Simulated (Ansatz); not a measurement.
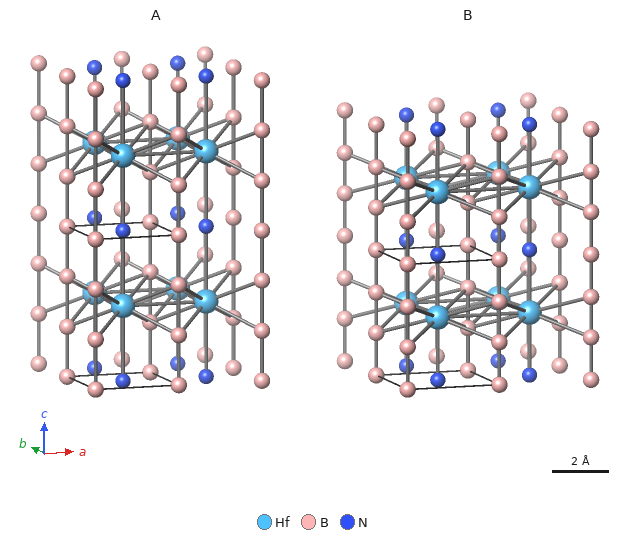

Two geometries of crystalline HfB3N (a generated structure, set up in P4/mmm) (coarse preliminary run), drawn at one scale. One is the start of a relaxation, the other its converged end. A ball-and-stick model of the cell of the calculation, repeated 2 × 2 × 2 with one cell outlined, seen slightly off an axis.

These are results of DFT PBE, scalar-relativistic, plane waves, PAW (Ansatz 0.2.0), not measurements. Set-up: plane-wave cutoff 420 eV; k-point mesh 6 × 6 × 4; occupations gaussian; smearing width 0.1 eV; no spin polarisation; cell and atoms relaxed; force threshold 0.04 eV/Å; at most 70 steps.

Question: Which one is relaxed?

Answer: Structure B is the relaxed one. The largest moves relative to the cell, 0.028 Å, are those of B atoms. Hf and N stay in place. The drawn cell changes as follows: a = b 3.152 → 3.477 Å (+10.3 %), c 5.453 → 4.551 Å (−16.5 %); the volume changes by +1.5 %. Among the contacts that change: Hf–N 2.726 → 2.275 Å, B–B 1.826 → 1.467 Å, Hf–Hf 3.152 → 3.477 Å, B–B 1.813 → 1.542 Å. Bond angles that change, for instance: Hf–B–Hf 135.4° → 146.8°, Hf–B–B 67.7° → 73.4°, Hf–B–B 112.3° → 106.6°. The space group stays P4/mmm (No. 123). Over 8 accepted moves (10 points after the start) the energy falls by 653 meV per atom. Largest force component: 1.4 eV/Å at the start, 0.017 eV/Å at the end. Pressure: −10.68 GPa at the start and 0.03 GPa at the end. The SCF was repeated twice at an unchanged geometry on a basis and grid sized afresh for the cell, which shifted the energy by 5.9 meV per atom at most. Cost: 61 s on 1 thread of Arm Neoverse N1, on a shared host, peak memory 0.35 GiB.
